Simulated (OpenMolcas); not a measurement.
**CHF3O3S (triflic acid): levels of theory compared**

Wanted: a comparison of 5 runs (B2PLYP/6-31G*, B3LYP/6-31G*, BLYP/6-31G*, M06-L/6-31G*, TPSS/6-31G*) of CHF3O3S (triflic acid). 

Program for the calculation: OpenMolcas 26.06.

## (1) The structure to begin with

The species is CHF3O3S (9 atoms), meant as a singlet with charge 0. As SMILES, `O=S(=O)(O)C(F)(F)F`. The S2–C5 distance was set to 2.403 Å, away from the relaxed value.

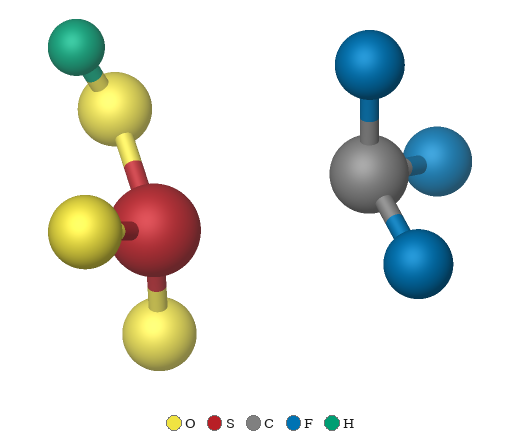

The structure, seen from a chosen angle (oxygen yellow, sulfur red, carbon grey, fluorine blue, hydrogen teal).

## (2) The energy at B2PLYP/6-31G(d) (spherical functions) (run 1)

File mol.input:

```
&gateway
 baslib
 $CurrDir
 coord
 9
 angstrom
 O        1.551503      -1.054580       1.261625
 S        0.387113      -1.251650       0.470255
 O        0.233093      -2.310360      -0.454085
 O       -0.884127      -1.250660       1.404005
 C        0.003130       0.796730      -0.725230
 F       -0.076560       1.801740       0.138180
 F        1.014380       1.004120      -1.547510
 F       -1.120920       0.723830      -1.412290
 H       -0.664557      -0.822710       2.244475
 basis
 6-31Gs
 group
 NoSym

&seward
 gridinput
 Grid=UltraFine
 End of Grid

&scf
 ksdft
 B2PLYP_SCF
 thresholds
 1e-10 1e-07 1e-07 1e-05
 prorbitals
 1 1

&mbpt2
 frozen
 12
```

The basis set 6-31G* is read from a file made from the Basis Set Exchange's data (not shown).

Run with:

```bash
$ export MOLCAS_MEM=1860
$ pymolcas mol.input > mol.log
```

Log:

```text
--- Start Module: gateway ---
[...]
--- Stop Module: gateway /rc=_RC_ALL_IS_WELL_ ---
[...]
      Basis functions          118
[...]
--- Start Module: scf ---
[...]
       Convergence after  16 Iterations
[...]
::    Total KS-DFT energy                            -960.8996403801
[...]
      Total spin, S                                     0.0000000000
[...]
      Total electronic charge=   74.000000
      Total            charge=   -0.000000
[...]
      Dipole Moment (debye):
      Origin of the operator (angstrom)=    0.1512   -0.2538   -0.0643
                   X= -1.3198E+00               Y=  1.8438E+00               Z=  1.9435E+00           Total=  2.9864E+00
      Quadrupole Moment (debye*angstrom):
[...]
--- Stop Module: scf /rc=_RC_ALL_IS_WELL_ ---
[...]
--- Start Module: mbpt2 ---
[...]
 ###    WARNING: MP2 implementation intended for RHF references only         ###
 ###############################################################################
MBPT2 WARNING: Reference function according to RunFile:KS-DFT
I'll assume you know what you're doing and continue
WARNING!
Default frozen orbitals as non valence orbitals is overwritten by user input.
Default values:  12
[...]
       Reference weight ( Cref**2 )         =        0.62562
::    Total MBPT2 energy                             -962.5311417504
[...]
      Total MBPT2 calculations                           1.41      1.59
--- Stop Module: mbpt2 /rc=_RC_ALL_IS_WELL_ ---
[...]
```

Run time: 60 s. Hardware: 1 thread of Intel Xeon Platinum 8259CL at 2.50GHz (Skylake/Cascade Lake), shared host; peak memory 0.74 GiB.

## (3) A single-point energy at B3LYP/6-31G(d) (spherical functions) (run 2)

File mol.inp:

```
&GATEWAY
BasLib = $CurrDir
Coord
9
angstrom
O        1.551503      -1.054580       1.261625
S        0.387113      -1.251650       0.470255
O        0.233093      -2.310360      -0.454085
O       -0.884127      -1.250660       1.404005
C        0.003130       0.796730      -0.725230
F       -0.076560       1.801740       0.138180
F        1.014380       1.004120      -1.547510
F       -1.120920       0.723830      -1.412290
H       -0.664557      -0.822710       2.244475
Basis = 6-31Gs
Group = NoSym
&SEWARD
GridInput
Grid=UltraFine
End of Grid
&SCF
KSDFT = B3LYP
Thresholds = 1e-10 1e-07 1e-07 1e-05
PrOrbitals = 1 2
```

The basis set 6-31G* is read from a file made from the Basis Set Exchange's data (not shown).

Run with:

```bash
$ export MOLCAS_MEM=1860
$ pymolcas mol.inp > mol.log
```

Log:

```text
--- Start Module: gateway ---
[...]
--- Stop Module: gateway /rc=_RC_ALL_IS_WELL_ ---
--- Start Module: seward ---
[...]
      Basis functions          118
--- Stop Module: seward /rc=_RC_ALL_IS_WELL_ ---
[...]
--- Start Module: scf ---
[...]
       Convergence after  16 Iterations
[...]
::    Total KS-DFT energy                            -961.9414280559
[...]
      Total spin, S                                     0.0000000000
[...]
      Total electronic charge=   74.000000
      Total            charge=   -0.000000
[...]
      Dipole Moment (debye):
      Origin of the operator (angstrom)=    0.1512   -0.2538   -0.0643
                   X= -1.2670E+00               Y=  1.8116E+00               Z=  1.8367E+00           Total=  2.8741E+00
      Quadrupole Moment (debye*angstrom):
[...]
--- Stop Module: scf /rc=_RC_ALL_IS_WELL_ ---
[...]
```

It took 59 s on 1 thread of Intel Xeon Platinum 8259CL at 2.50GHz (Skylake/Cascade Lake), shared host; peak memory 0.74 GiB.

Run 3 isn't shown in full; the table further down has it.

## (4) A single-point energy at M06-L/6-31G(d) (spherical functions) (run 4)

File mol.input:

```
* CHF3O3S Kohn-Sham DFT
&GATEWAY
BASLIB = $CurrDir
BASISSET
O.6-31Gs....
O1 1.551503 -1.054580 1.261625 angstrom
O3 0.233093 -2.310360 -0.454085 angstrom
O4 -0.884127 -1.250660 1.404005 angstrom
End of Basis
BASISSET
S.6-31Gs....
S2 0.387113 -1.251650 0.470255 angstrom
End of Basis
BASISSET
C.6-31Gs....
C5 0.003130 0.796730 -0.725230 angstrom
End of Basis
BASISSET
F.6-31Gs....
F6 -0.076560 1.801740 0.138180 angstrom
F7 1.014380 1.004120 -1.547510 angstrom
F8 -1.120920 0.723830 -1.412290 angstrom
End of Basis
BASISSET
H.6-31Gs....
H9 -0.664557 -0.822710 2.244475 angstrom
End of Basis
&SEWARD
GRIDINPUT
Grid=UltraFine
End of Grid
&SCF
KSDFT = M06L
THRESHOLDS = 1e-10 1e-07 1e-07 1e-05
PRORBITALS = 1 1
```

The basis set 6-31G* is read from a file made from the Basis Set Exchange's data (not shown).

Run with:

```bash
$ export MOLCAS_MEM=1860
$ pymolcas mol.input > mol.log
```

Log:

```text
--- Start Module: gateway ---
[...]
--- Stop Module: gateway /rc=_RC_ALL_IS_WELL_ ---
--- Start Module: seward ---
[...]
      Basis functions          118
--- Stop Module: seward /rc=_RC_ALL_IS_WELL_ ---
[...]
--- Start Module: scf ---
[...]
       Convergence after  20 Iterations
[...]
::    Total KS-DFT energy                            -961.8938809621
[...]
      Total spin, S                                     0.0000000000
[...]
      Total electronic charge=   74.000000
      Total            charge=   -0.000000
[...]
      Dipole Moment (debye):
      Origin of the operator (angstrom)=    0.1512   -0.2538   -0.0643
                   X= -1.2139E+00               Y=  1.6905E+00               Z=  1.8979E+00           Total=  2.8167E+00
      Quadrupole Moment (debye*angstrom):
[...]
--- Stop Module: scf /rc=_RC_ALL_IS_WELL_ ---
[...]
```

Wall time 1.7 min (1 thread of Intel Xeon Platinum 8259CL at 2.50GHz (Skylake/Cascade Lake), shared host); peak memory 0.74 GiB.

## (5) A single-point energy at TPSS/6-31G(d) (spherical functions) (run 5)

File job.input:

```
* CHF3O3S Kohn-Sham DFT

&GATEWAY
 BasLib=$CurrDir
 Coord
 9
 angstrom
 O        1.551503      -1.054580       1.261625
 S        0.387113      -1.251650       0.470255
 O        0.233093      -2.310360      -0.454085
 O       -0.884127      -1.250660       1.404005
 C        0.003130       0.796730      -0.725230
 F       -0.076560       1.801740       0.138180
 F        1.014380       1.004120      -1.547510
 F       -1.120920       0.723830      -1.412290
 H       -0.664557      -0.822710       2.244475
 Basis=6-31Gs
 Group=NoSym

&SEWARD
 GridInput
 Grid=UltraFine
 End of Grid

&SCF
 KSDFT=2
 1.0 MGGA_X_TPSS
 1.0 MGGA_C_TPSS
 Thresholds=1e-10 1e-07 1e-07 1e-05
 PrOrbitals=0
```

The basis set 6-31G* is read from a file made from the Basis Set Exchange's data (not shown).

Run with:

```bash
$ export MOLCAS_MEM=1860
$ pymolcas job.input > job.log
```

Log:

```text
--- Start Module: gateway ---
[...]
--- Stop Module: gateway /rc=_RC_ALL_IS_WELL_ ---
--- Start Module: seward ---
[...]
      Basis functions          118
--- Stop Module: seward /rc=_RC_ALL_IS_WELL_ ---
[...]
--- Start Module: scf ---
[...]
       Convergence after  21 Iterations
[...]
::    Total KS-DFT energy                            -962.0182000936
[...]
      Total spin, S                                     0.0000000000
[...]
      Total electronic charge=   74.000000
      Total            charge=   -0.000000
[...]
      Dipole Moment (debye):
      Origin of the operator (angstrom)=    0.1512   -0.2538   -0.0643
                   X= -1.2262E+00               Y=  1.7680E+00               Z=  1.7871E+00           Total=  2.7970E+00
      Quadrupole Moment (debye*angstrom):
[...]
--- Stop Module: scf /rc=_RC_ALL_IS_WELL_ ---
[...]
```

Run time: 1.7 min. Hardware: 1 thread of Intel Xeon Platinum 8259CL at 2.50GHz (Skylake/Cascade Lake), shared host; peak memory 0.74 GiB.

## (6) All runs side by side

```csv
run,level,frozen core orbitals,energy (Eh),dipole moment (D),HOMO energy (eV),LUMO energy (eV),wall time
1,B2PLYP/6-31G* (spherical functions),12,-961.340146,2.99,-9.67,-1.22,60 s
2,B3LYP/6-31G* (spherical functions),–,-961.941428,2.87,-8.13,-2.60,59 s
3,BLYP/6-31G* (spherical functions),–,-961.874502,2.80,-6.75,-2.91,76 s
4,M06-L/6-31G* (spherical functions),–,-961.893881,2.82,-7.30,-3.06,1.7 min
5,TPSS/6-31G* (spherical functions),–,-962.018200,2.80,-7.03,-3.00,1.7 min
```

## (7) Outcome

```
            quantity          value
 run 5: total energy  -962.01820 Eh
run 5: dipole moment         2.80 D
  run 5: HOMO energy       -7.03 eV
  run 5: LUMO energy       -3.00 eV
run 5: HOMO–LUMO gap        4.03 eV
```

**Reading.** The dipole moment (its size) runs from 2.80 D (TPSS/6-31G*) to 2.99 D (B2PLYP/6-31G*). A double hybrid's value is that of its SCF part. The HOMO–LUMO gap runs from 3.84 eV (BLYP/6-31G*) to 8.45 eV (B2PLYP/6-31G*). For B2PLYP the log adds the whole second-order term; the table takes 0.27 of it, as the functional is defined. Totals of different functionals can't be ranked against each other. All runs together took 6.7 min, the longest 1.7 min.
